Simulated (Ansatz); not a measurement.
# [NO2]+ (SMILES O=[N+]=O): CAM-B3LYP/def2-TZVPPD

What is the energy change on altering one bond length of [NO2]+ at CAM-B3LYP/def2-TZVPPD? 

The calculation is run with Ansatz 0.2.0.

5 further runs of the same task are left out: 5 that didn't finish.

## 1. The molecule

[NO2]+: 3 atoms, total charge +1, spin state singlet. SMILES: `O=[N+]=O`. The shape is that of a PBE0-D4/def2-TZVP optimisation.

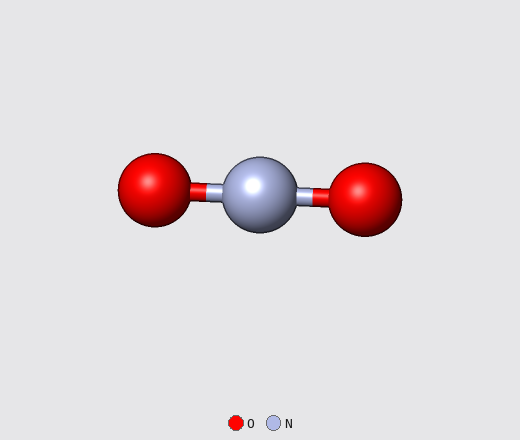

The structure, seen from a chosen angle (oxygen red, nitrogen light blue).

## 2. A single-point energy at CAM-B3LYP/def2-TZVPPD

Input file run.yaml:

```yaml
crystal:
  periodic: [false, false, false]
  atoms:
    - {symbol: O, position_ang: [-0.572980, 0.927020, -0.209580]}
    - {symbol: N, position_ang: [-0.000010, -0.000010, -0.000000]}
    - {symbol: O, position_ang: [0.572990, -0.927010, 0.209580]}
basis:
  gaussian: {orbitals: def2-TZVPPD.json}
accuracy: high
hamiltonian: {xc: {name: CAM-B3LYP}}
output: {orbitals: {seedname: orbitals}}
total_charge: 1
```

The basis set def2-TZVPPD is read from a file made from the Basis Set Exchange's data (not shown).

The run is started by

```
ansatz run run.yaml --threads 1 --pin off --max-ram 3480MiB --events-out events.jsonl --progress --plain --runs-dir runs
```

Log:

```text
Warning: RAYON_NUM_THREADS=1 ignored (pool sized by the plan → 1); use --threads N
Functional definition: CAM-B3LYP
  name "CAM-B3LYP"
  parameter alpha = 0.19
  parameter beta = 0.46
  parameter omega = 0.33/bohr
  parameter ac = 0.81
  exchange = (1 - alpha - beta)*b88_x + beta*b88_x_sr(omega) + alpha*exact_x + beta*exact_x_lr(omega)
  correlation = (1 - ac)*vwn5_c + ac*lyp_c
1640 factors; integrals over basis functions are off by at most 3.6e-9 eV
296 factors; integrals over basis functions are off by at most 1.5e-9 eV
mean field evaluation 1: about -5567.5529 eV, gradient 5.3e1 eV
mean field evaluation 2: about -5565.1625 eV, gradient 6.7e1 eV
mean field evaluation 4: about -5571.1937 eV, gradient 7.9e-1 eV
mean field evaluation 8: about -5571.1988 eV, gradient 1.5e-2 eV
mean field evaluation 16: about -5571.1988 eV, gradient 1.0e-7 eV
mean field -5571.19880666 eV, -204.7377798506 hartree, gradient 2.7e-8 eV, S^2 0.000000; 0 other end points of the search recorded, 0 dependent functions left out
reference -5571.19882301 eV, -204.7377804514 hartree; 11, 11 occupied and 106, 106 virtual orbitals, 1640 factors
Total energy: -5571.19882301 eV, -204.7377804514 hartree
```

It took 4.2 s on 1 thread of Arm Neoverse V2, shared host; peak memory 0.29 GiB.

## 3. The distorted shape at the same level

Input file input.yaml:

```yaml
crystal:
  periodic: [false, false, false]
  atoms:
    - symbol: O
      position_ang: [-0.859484, 1.390565, -0.314377]
    - symbol: "N"
      position_ang: [-0.000010, -0.000010, -0.000000]
    - symbol: O
      position_ang: [0.572990, -0.927010, 0.209580]
basis:
  gaussian:
    orbitals: def2-TZVPPD.json
total_charge: 1
magnetization:
  spin_polarized: false
  initial_magnetization: 0
hamiltonian:
  xc: {name: CAM-B3LYP}
accuracy: high
output: {orbitals: {seedname: orbitals}}
```

The basis set def2-TZVPPD is read from a file made from the Basis Set Exchange's data (not shown).

The run is started by

```
ansatz run input.yaml --threads 1 --pin off --max-ram 3480MiB --events-out events.jsonl --progress --plain --runs-dir runs
```

Log, shortened:

```text
Warning: RAYON_NUM_THREADS=1 ignored (pool sized by the plan → 1); use --threads N
[... 8 set-up lines as earlier in the session ...]
1657 factors; integrals over basis functions are off by at most 3.3e-9 eV
317 factors; integrals over basis functions are off by at most 2.1e-9 eV
mean field evaluation 1: about -5561.1611 eV, gradient 5.7e1 eV
mean field evaluation 2: about -5491.1588 eV, gradient 1.9e2 eV
mean field evaluation 4: about -5565.8044 eV, gradient 2.1e1 eV
mean field evaluation 8: about -5566.5580 eV, gradient 4.7e-1 eV
mean field evaluation 16: about -5566.5598 eV, gradient 2.2e-4 eV
mean field -5566.55982593 eV, -204.5673004530 hartree, gradient 2.3e-8 eV, S^2 0.000000; 0 other end points of the search recorded, 0 dependent functions left out
reference -5566.55984184 eV, -204.5673010379 hartree; 11, 11 occupied and 106, 106 virtual orbitals, 1657 factors
Total energy: -5566.55984184 eV, -204.5673010379 hartree
```

Run time: 4.5 s. Hardware: 1 thread of Arm Neoverse V2, shared host; peak memory 0.29 GiB.

## 4. Results

Level: CAM-B3LYP/def2-TZVPPD.

| quantity | value |
| --- | --- |
| first shape: total energy | -204.73778 Eh |
| first shape: HOMO energy | -22.58 eV |
| first shape: LUMO energy | -9.54 eV |
| first shape: HOMO–LUMO gap | 13.03 eV |
| distorted shape: total energy | -204.56730 Eh |
| distorted shape: HOMO energy | -19.97 eV |
| distorted shape: LUMO energy | -11.82 eV |
| distorted shape: HOMO–LUMO gap | 8.16 eV |
| energy change with the O1–N2 bond stretched from 1.110 to 1.665 Å | 4.639 eV |

With the O1–N2 bond stretched from 1.110 to 1.665 Å the energy rises by 4.64 eV (107 kcal/mol). The first shape isn't relaxed at this level, so the change isn't measured from a minimum.
